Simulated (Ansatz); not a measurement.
# Run report: CH7BClN, geometry relaxation

- system: CH7BClN
- method: RKS BLYP-D4/6-31G* (Ansatz 0.2.0)

The input holds or restrains some coordinates. Forces given for the steps count only the free coordinates. It belongs to a series of runs on one base structure; here: pulled along the bonds that form and break, towards end B. Figures and captions count atoms from 1; the log counts them from 0 in places.

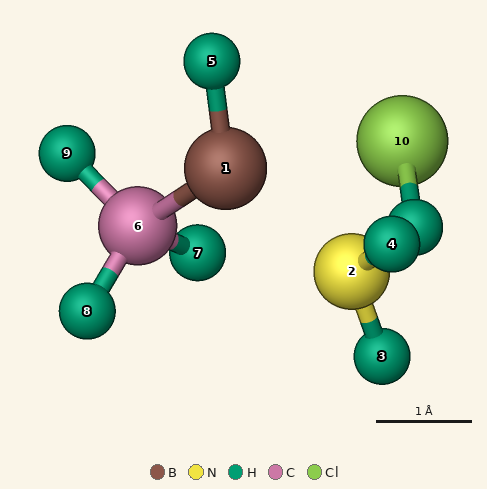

**Figure 1.** The input geometry (ball-and-stick view, seen at a tilt; atoms are numbered from 1 in the order of the input). Bond lengths as drawn: B–C 1.60 Å, B–H 1.19 Å, Cl–H 1.40 Å, C–H 1.11 Å and H–N 1.06 to 1.15 Å.

Summary

| quantity | value |
| --- | --- |
| outcome | converged under the restraints of the input |
| total energy | −15838.9381 eV |
| mean-field energy | −15838.5582 eV |
| largest force (length of the vector) at the end, held atoms and coordinates included | 0.716 eV/Å |
| hardware | 1 thread of AMD EPYC (Zen 3), 24 GiB of memory available, shared host |
| wall time | 23 s |
| peak memory | 0.16 GiB |

Input
```yaml
crystal:
  periodic: [false, false, false]
  atoms:
    - { symbol: B, position_ang: [0.0, 0.0, 0.0] }
    - { symbol: "N", position_ang: [0.0, 0.0, 1.9] }
    - { symbol: H, position_ang: [-0.877, -0.2713, 2.43] }
    - { symbol: H, position_ang: [0.877, 0.2713, 2.43] }
    - { symbol: H, position_ang: [1.0305, 0.0, -0.595] }
    - { symbol: C, position_ang: [-1.3856, 0.0, -0.8] }
    - { symbol: H, position_ang: [-1.9458, -0.9305, -0.5708] }
    - { symbol: H, position_ang: [-1.9898, 0.8797, -0.4946] }
    - { symbol: H, position_ang: [-1.1839, 0.0508, -1.8903] }
    - { symbol: Cl, position_ang: [0.0903, -2.0478, 0.6811] }
    - { symbol: H, position_ang: [0.0502, -1.1392, 1.745] }
basis:
  gaussian: { orbitals: "6-31G*" }
hamiltonian:
  xc: blyp
  dispersion: d4
relax:
  f_tol: 0.15
  max_steps: 25
  restrain:
    - { distance: [0, 9], at: 1.86, k: 30.0 }
    - { distance: [10, 1], at: 1.06, k: 30.0 }
    - { distance: [0, 1], at: 2.75, k: 30.0 }
    - { distance: [10, 9], at: 2.57, k: 30.0 }
```

Run as:
```bash
ansatz run input.yaml --threads 1 --pin off --max-ram 2048MiB --backend cpu --events-out ev --progress --plain --runs-dir out
```

Log
```
The last accepted step is kept in [file] (removed where the run ends without a failure and the disk answers)
Engine: ansatz 0.2.0, x86_64-unknown-linux-gnu
Functional definition: BLYP
  parameter beta = 0.0042
  parameter a = 0.04918
  parameter b = 0.132
  parameter c = 0.2533
  parameter d = 0.349
  exchange = b88_x(beta = beta)
  correlation = lyp_c(a = a, b = b, c = c, d = d)
1035 factors; their error is unknown
mean field evaluation 1: about -15825.0778 eV, gradient 7.1e1 eV
mean field evaluation 2: about -15803.9169 eV, gradient 1.1e2 eV
mean field evaluation 4: about -15835.6861 eV, gradient 6.7e0 eV
mean field evaluation 8: about -15835.7957 eV, gradient 1.1e-1 eV
mean field evaluation 16: about -15835.7375 eV, gradient 1.9e-4 eV
mean field -15835.73749444 eV, -581.9526190722 hartree, gradient 2.6e-5 eV, S^2 0.000000; 0 other end points of the search recorded, 0 dependent functions left out
the calculation of the forces begins
reference -15835.73777785 eV, -581.9526294874 hartree; 21, 21 occupied and 57, 57 virtual orbitals, 1035 factors
relax step   1: F+E_penalty+E_count = -15836.18028637 eV  Δ(F+E_penalty+E_count) = +0.000e0 eV  max|allowed force component| = 5.386e0 eV/Å  E_restraint = 32.85648668 eV  max|allowed force component, restraints' pulls added| = 3.381e1 eV/Å  Δτ_max = 0.0000 Å  (28 SCF iters, accepted)
  distance B 0 - Cl 9 = 2.1600 Å
  distance H 10 - N 1 = 1.1508 Å
  distance B 0 - N 1 = 1.9000 Å
  distance H 10 - Cl 9 = 1.3997 Å
these checks for a lower state are left out or cut short: starts, cluster_reference, orbital_swaps, neighbouring_geometries, increment
1035 factors; their error is unknown
mean field -15836.66538278 eV, -581.9867183397 hartree, gradient 1.7e-5 eV, S^2 0.000000; 0 other end points of the search recorded, 0 dependent functions left out
[... from here on the field's lines of each further geometry are left out, up to the last ...]
relax step   2: F+E_penalty+E_count = -15837.09697161 eV  Δ(F+E_penalty+E_count) = -9.167e-1 eV  max|allowed force component| = 2.811e0 eV/Å  E_restraint = 16.72513461 eV  max|allowed force component, restraints' pulls added| = 2.329e1 eV/Å  Δτ_max = 0.1948 Å  (35 SCF iters, accepted)
relax step   3: F+E_penalty+E_count = -15837.23678504 eV  Δ(F+E_penalty+E_count) = -1.398e-1 eV  max|allowed force component| = 3.443e0 eV/Å  E_restraint = 5.80432245 eV  max|allowed force component, restraints' pulls added| = 1.353e1 eV/Å  Δτ_max = 0.1949 Å  (36 SCF iters, accepted)
relax step   4: F+E_penalty+E_count = -15837.58301459 eV  Δ(F+E_penalty+E_count) = -3.462e-1 eV  max|allowed force component| = 2.891e0 eV/Å  E_restraint = 0.88585205 eV  max|allowed force component, restraints' pulls added| = 5.133e0 eV/Å  Δτ_max = 0.1945 Å  (29 SCF iters, accepted)
relax step   5: F+E_penalty+E_count = -15838.44797119 eV  Δ(F+E_penalty+E_count) = -8.650e-1 eV  max|allowed force component| = 2.444e0 eV/Å  E_restraint = 0.01463038 eV  max|allowed force component, restraints' pulls added| = 2.383e0 eV/Å  Δτ_max = 0.1942 Å  (28 SCF iters, accepted)
relax step   6: F+E_penalty+E_count = -15838.70247365 eV  Δ(F+E_penalty+E_count) = -2.545e-1 eV  max|allowed force component| = 1.910e0 eV/Å  E_restraint = 0.01420202 eV  max|allowed force component, restraints' pulls added| = 1.639e0 eV/Å  Δτ_max = 0.2000 Å  (27 SCF iters, accepted)
relax step   7: F+E_penalty+E_count = -15838.87160677 eV  Δ(F+E_penalty+E_count) = -1.691e-1 eV  max|allowed force component| = 1.000e0 eV/Å  E_restraint = 0.02114543 eV  max|allowed force component, restraints' pulls added| = 8.246e-1 eV/Å  Δτ_max = 0.1923 Å  (28 SCF iters, accepted)
relax step   8: F+E_penalty+E_count = -15838.92490933 eV  Δ(F+E_penalty+E_count) = -5.330e-2 eV  max|allowed force component| = 6.726e-1 eV/Å  E_restraint = 0.01332399 eV  max|allowed force component, restraints' pulls added| = 3.115e-1 eV/Å  Δτ_max = 0.1998 Å  (28 SCF iters, accepted)
relax step   9: F+E_penalty+E_count = -15838.91276664 eV  Δ(F+E_penalty+E_count) = +1.214e-2 eV  max|allowed force component| = 1.006e0 eV/Å  E_restraint = 0.01323007 eV  max|allowed force component, restraints' pulls added| = 5.142e-1 eV/Å  Δτ_max = 0.1803 Å  (28 SCF iters, rejected (line search))
the calculation of the forces begins
reference -15838.55815615 eV, -582.0562764780 hartree; 21, 21 occupied and 57, 57 virtual orbitals, 1035 factors
relax step  10: F+E_penalty+E_count = -15838.93782772 eV  Δ(F+E_penalty+E_count) = -1.292e-2 eV  max|allowed force component| = 6.464e-1 eV/Å  E_restraint = 0.01130124 eV  max|allowed force component, restraints' pulls added| = 1.206e-1 eV/Å  Δτ_max = 0.0864 Å  (29 SCF iters, accepted)
  distance B 0 - Cl 9 = 1.8435 Å
  distance H 10 - N 1 = 1.0428 Å
  distance B 0 - N 1 = 2.7398 Å
  distance H 10 - Cl 9 = 2.5791 Å
1035 factors; their error is unknown
mean field evaluation 96: about -15838.5577 eV, gradient 2.8e-1 eV
```

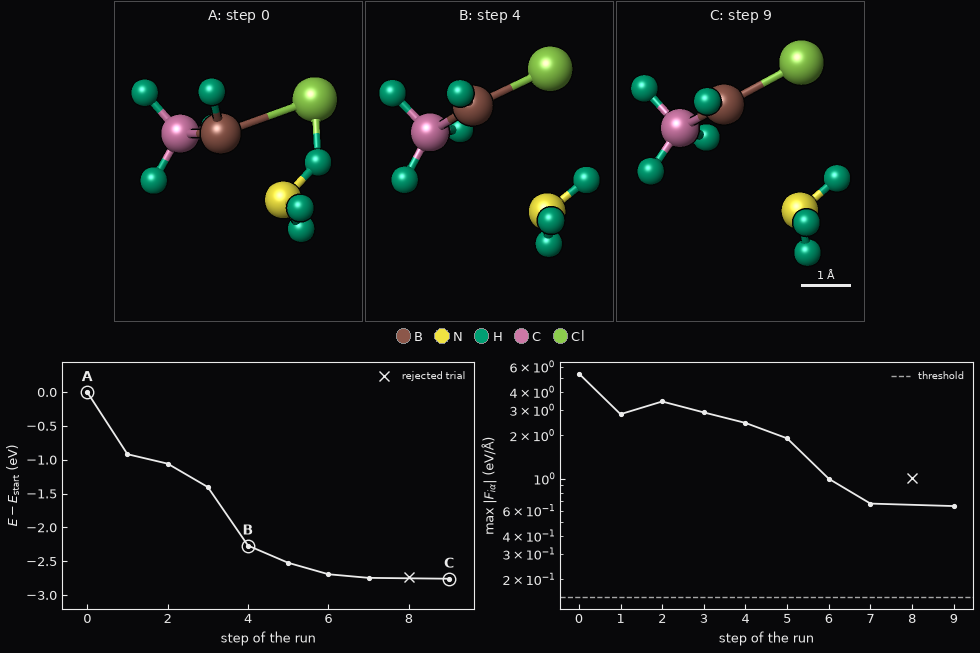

**Figure 2.** Frames of the restrained relaxation (ball-and-stick view, seen at a tilt) above the curves, on which the letters mark them (the first geometry is step 0 here and step 1 in the log).

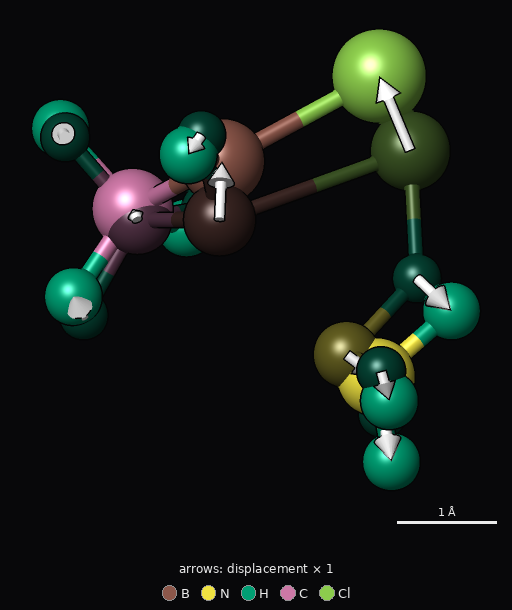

**Figure 3.** Start (faint) and end (solid) with the displacements as white arrows, at true length (ball-and-stick view, seen at a tilt). The two geometries are laid on each other by the best rigid fit. Cl10 moves most after the best rigid fit: 0.82 Å. Largest moves by element: Cl 0.82 Å, B 0.65 Å, H 0.55 Å, N 0.37 Å, C 0.15 Å. Among the contacts that change: Cl10–H11 1.400 → 2.579 Å, B1–Cl10 2.160 → 1.844 Å, N2–H11 1.151 → 1.043 Å, B1–C6 1.600 → 1.565 Å. Bonds break: Cl10–H11 (1.40 → 2.58 Å). Among the angles that change: H3–N2–H11 81.4° → 107.2°, C6–B1–Cl10 101.2° → 119.2°, H5–B1–Cl10 97.0° → 114.5°. Over 9 geometry steps the energy falls by 2.758 eV. Largest force component: 5.4 eV/Å at the start, 0.65 eV/Å at the end. The line search rejected the trial step at point 8 (counted from 0) and went back. (Atoms are counted from 1 in the order of the input.)

```
mean field -15838.55786404 eV, -582.0562657432 hartree, gradient 2.1e-5 eV, S^2 0.000000; 1 other end points of the search recorded, 0 dependent functions left out
the calculation of the forces begins
reference -15838.55815615 eV, -582.0562764780 hartree; 21, 21 occupied and 57, 57 virtual orbitals, 1035 factors
Total energy: -15838.93811983 eV, -582.0702398860 hartree
Atom 0 at     0.013575    -0.474865    -0.454842 Å, force     0.091719    -0.340582     0.530106 eV/Å
Atom 1 at    -0.043436    -0.084013     2.256381 Å, force     0.182142    -0.592584    -0.358815 eV/Å
Atom 2 at    -0.845422     0.063916     2.880367 Å, force    -0.016512     0.015134     0.003546 eV/Å
Atom 3 at     0.766892     0.380215     2.688912 Å, force    -0.072678    -0.025284    -0.036355 eV/Å
Atom 4 at     0.988606     0.215901    -0.538721 Å, force    -0.032915    -0.032787    -0.008751 eV/Å
Atom 5 at    -1.421215    -0.067622    -0.928011 Å, force     0.013060    -0.004854    -0.051147 eV/Å
Atom 6 at    -2.220977    -0.738980    -0.579012 Å, force    -0.007136    -0.000223     0.023604 eV/Å
Atom 7 at    -1.668235     0.972180    -0.655787 Å, force     0.023370     0.006230     0.017424 eV/Å
Atom 8 at    -1.425995    -0.107266    -2.038463 Å, force    -0.012147     0.005467     0.025939 eV/Å
Atom 9 at     0.360196    -2.240081    -0.051748 Å, force    -0.040685     0.323096    -0.280574 eV/Å
Atom 10 at     0.161911    -1.106384     2.256324 Å, force    -0.128218     0.646386     0.135022 eV/Å
Dipole moment:    -0.125710     0.279902     0.454114 e Å
```

Trajectory as extended XYZ (Å, eV, eV/Å), 10 frames, from step=1 to step=10
```
11
Properties=species:S:1:pos:R:3:forces:R:3 step=1 energy=-15836.18029
B     0.0000    0.0000    0.0000   -0.8144  -2.2140   1.3515
N     0.0000    0.0000    1.9000   -0.0785   1.4368   0.1693
H    -0.8770   -0.2713    2.4300    0.6619   2.1127  -0.0056
H     0.8770    0.2713    2.4300   -1.5802   0.1539  -0.1915
H     1.0305    0.0000   -0.5950    0.4992   0.9241   0.6511
C    -1.3856    0.0000   -0.8000    0.1381   0.6947   0.7290
H    -1.9458   -0.9305   -0.5708   -0.0398   0.4569  -0.1635
H    -1.9898    0.8797   -0.4946   -0.1872  -0.1302  -0.3133
H    -1.1839    0.0508   -1.8903   -0.1203   0.0322   0.2524
Cl    0.0903   -2.0478    0.6811    0.3428  -5.3860  -4.2829
H     0.0502   -1.1392    1.7450    1.1783   1.9189   1.8035
11
Properties=species:S:1:pos:R:3:forces:R:3 step=2 energy=-15837.09697
B    -0.0023   -0.0968   -0.1104   -0.6612  -2.4112   1.5621
N    -0.0040    0.0262    2.0287   -0.4238  -1.7610  -2.8110
H    -0.8862   -0.2517    2.4543   -0.5796   2.1109   1.4733
H     0.8785    0.2804    2.4534   -0.3011   0.5691   1.2290
H     1.0464    0.0089   -0.5991    0.9213   0.9478   0.2472
C    -1.3940    0.0029   -0.8050   -0.2255   0.4357   0.4018
H    -1.9482   -0.9264   -0.5732   -0.1811   0.3990  -0.2188
H    -1.9915    0.8806   -0.4961   -0.0518  -0.0083  -0.2357
H    -1.1873    0.0516   -1.8901   -0.2504   0.0568   0.0009
Cl    0.0949   -2.1205    0.5004    0.2535  -1.3373  -1.6275
H     0.0596   -1.0423    1.8725    1.4997   0.9984  -0.0213
11
Properties=species:S:1:pos:R:3:forces:R:3 step=3 energy=-15837.23678
B    -0.0038   -0.2143   -0.2317   -0.1303  -2.3810   1.6972
N    -0.0099    0.0340    2.1349   -0.5047  -0.9877  -3.4431
H    -0.9044   -0.2243    2.4863   -1.4974   2.2161   2.1864
H     0.8817    0.2918    2.4803    0.3954   1.1636   1.9002
H     1.0628    0.0220   -0.6002    0.9530   0.9354   0.0263
C    -1.4018    0.0049   -0.8076   -0.5437   0.1705  -0.0224
H    -1.9528   -0.9220   -0.5769   -0.3939   0.3428  -0.2788
H    -1.9900    0.8822   -0.4973    0.1235   0.1205  -0.1168
H    -1.1928    0.0527   -1.8915   -0.4173   0.0694  -0.1926
Cl    0.0956   -2.1618    0.3099    0.2818   0.0633  -0.7397
H     0.0814   -0.9522    2.0292    1.7337  -1.7129  -1.0168
11
Properties=species:S:1:pos:R:3:forces:R:3 step=4 energy=-15837.58302
B     0.0020   -0.3449   -0.3474    0.4814  -1.3329   1.4884
N    -0.0155    0.0487    2.2160   -0.2639  -2.3765  -2.8911
H    -0.9465   -0.1593    2.5458   -0.5722   2.2418   1.7384
H     0.8890    0.3403    2.5336   -0.2445   1.3070   1.6859
H     1.0838    0.0455   -0.5993    0.2536   0.5623   0.0233
C    -1.4114    0.0024   -0.8145   -0.3044  -0.1316  -0.1997
H    -1.9717   -0.9146   -0.5871   -0.6162   0.2604  -0.3146
H    -1.9798    0.8873   -0.4974    0.3228   0.1811   0.0067
H    -1.2102    0.0540   -1.9006   -0.5545   0.0719  -0.3224
Cl    0.0978   -2.1949    0.1183    0.3466   0.1970  -0.3443
H     0.1284   -0.9514    2.1680    1.1513  -0.9805  -0.8706
11
Properties=species:S:1:pos:R:3:forces:R:3 step=5 energy=-15838.44797
B     0.0173   -0.4484   -0.4383    0.4542  -0.2695   1.2713
N    -0.0120   -0.0292    2.2554    1.5388  -2.4436  -1.3696
H    -0.9637   -0.0176    2.6137    0.2151   1.1900   0.8616
H     0.8404    0.4593    2.6214   -1.7065   0.0679   0.4135
H     1.0833    0.0878   -0.5929   -0.2543   0.0642  -0.0308
C    -1.4145   -0.0149   -0.8431   -0.1465  -0.3845  -0.4088
H    -2.0629   -0.8816   -0.6332   -0.3403   0.2612  -0.1462
H    -1.9042    0.9087   -0.4939    0.4208   0.0615   0.0443
H    -1.2885    0.0522   -1.9456   -0.4201   0.1167  -0.1221
Cl    0.1518   -2.2389   -0.0053    0.2711   0.0440  -0.3142
H     0.2190   -1.0646    2.2972   -0.0323   1.2920  -0.1991
11
Properties=species:S:1:pos:R:3:forces:R:3 step=6 energy=-15838.70247
B     0.0243   -0.4994   -0.4260    0.2024  -0.2303   0.6783
N    -0.0550    0.0363    2.2442    0.8402  -1.9100  -1.4530
H    -0.9144    0.0114    2.7887    0.1379   0.6832   0.6550
H     0.7972    0.4576    2.6502   -0.8511   0.0798   0.4290
H     1.0684    0.0701   -0.5515   -0.0584   0.0810   0.0447
C    -1.3988   -0.0421   -0.8434   -0.2191  -0.3355  -0.2820
H    -2.0900   -0.8802   -0.6489   -0.2409   0.2398  -0.1188
H    -1.8351    0.8930   -0.4550    0.3578   0.0122   0.0348
H    -1.2979    0.0603   -1.9457   -0.2928   0.0845  -0.0612
Cl    0.1943   -2.3069   -0.0958    0.1875   0.2631  -0.0880
H     0.1729   -0.9870    2.1187   -0.0634   1.0324   0.1611
11
Properties=species:S:1:pos:R:3:forces:R:3 step=7 energy=-15838.87161
B     0.0252   -0.5157   -0.4548    0.0836  -0.3695   0.4281
N    -0.0736    0.0056    2.2362   -0.7096  -1.0005   0.2200
H    -0.8431    0.0619    2.9600    0.7486  -0.0632  -0.7996
H     0.7456    0.4480    2.6590    0.1974   0.0979   0.0714
H     1.0421    0.1122   -0.5270   -0.0698   0.0240   0.0247
C    -1.3999   -0.0682   -0.8959   -0.3716  -0.0993  -0.1307
H    -2.1634   -0.8426   -0.6701    0.1072   0.2803  -0.0403
H    -1.7341    0.9081   -0.4880    0.2131  -0.1886  -0.0971
H    -1.3631    0.0305   -2.0053   -0.0884   0.0750   0.1019
Cl    0.2685   -2.3123   -0.1159    0.0791   0.3829  -0.1011
H     0.1617   -1.0145    2.1373   -0.1897   0.8609   0.3227
11
Properties=species:S:1:pos:R:3:forces:R:3 step=8 energy=-15838.92491
B    -0.0021   -0.4644   -0.4409    0.1697  -0.3769   0.2886
N    -0.0052   -0.0817    2.2722    0.0560  -0.6726  -0.5909
H    -0.8296    0.0814    2.8492   -0.3036   0.0942   0.1674
H     0.7838    0.3389    2.7629    0.2555   0.2036   0.0899
H     0.9602    0.2322   -0.5806    0.0537  -0.0474   0.1092
C    -1.4291   -0.0702   -0.9419    0.0070   0.0074   0.0031
H    -2.2231   -0.7517   -0.6098   -0.1266  -0.0299   0.0386
H    -1.6894    0.9665   -0.6738   -0.0105   0.0373   0.0312
H    -1.4105   -0.1043   -2.0532    0.0158  -0.0109   0.0642
Cl    0.3479   -2.2282   -0.0303   -0.0365   0.3579  -0.2596
H     0.1630   -1.1055    2.2815   -0.0805   0.4372   0.0583
11
Properties=species:S:1:pos:R:3:forces:R:3 step=9 energy=-15838.91277 accepted=F
B     0.0053   -0.4936   -0.4690    0.2080  -0.1835   1.0058
N    -0.0240   -0.0648    2.2342    0.0343  -0.6294  -0.3771
H    -0.8428    0.0430    2.8418   -0.0825   0.0088   0.0478
H     0.7577    0.4019    2.7050    0.0834   0.0587   0.0058
H     0.9851    0.2023   -0.4045   -0.1881  -0.0813  -0.3236
C    -1.4299   -0.0696   -0.9297    0.1012   0.0442  -0.1636
H    -2.2417   -0.7246   -0.5737    0.0663  -0.0207   0.0076
H    -1.6612    0.9769   -0.6647    0.0594  -0.0404   0.0169
H    -1.4367   -0.1179   -2.0386   -0.0822   0.0072  -0.0320
Cl    0.3512   -2.2603   -0.0756   -0.0894   0.2723  -0.3473
H     0.2028   -1.0802    2.2103   -0.1105   0.5639   0.1596
11
Properties=species:S:1:pos:R:3:forces:R:3 step=10 energy=-15838.93783
B     0.0136   -0.4749   -0.4548    0.0917  -0.3406   0.5301
N    -0.0434   -0.0840    2.2564    0.1821  -0.5926  -0.3588
H    -0.8454    0.0639    2.8804   -0.0165   0.0151   0.0035
H     0.7669    0.3802    2.6889   -0.0727  -0.0253  -0.0364
H     0.9886    0.2159   -0.5387   -0.0329  -0.0328  -0.0088
C    -1.4212   -0.0676   -0.9280    0.0131  -0.0049  -0.0511
H    -2.2210   -0.7390   -0.5790   -0.0071  -0.0002   0.0236
H    -1.6682    0.9722   -0.6558    0.0234   0.0062   0.0174
H    -1.4260   -0.1073   -2.0385   -0.0121   0.0055   0.0259
Cl    0.3602   -2.2401   -0.0517   -0.0407   0.3231  -0.2806
H     0.1619   -1.1064    2.2563   -0.1282   0.6464   0.1350
```
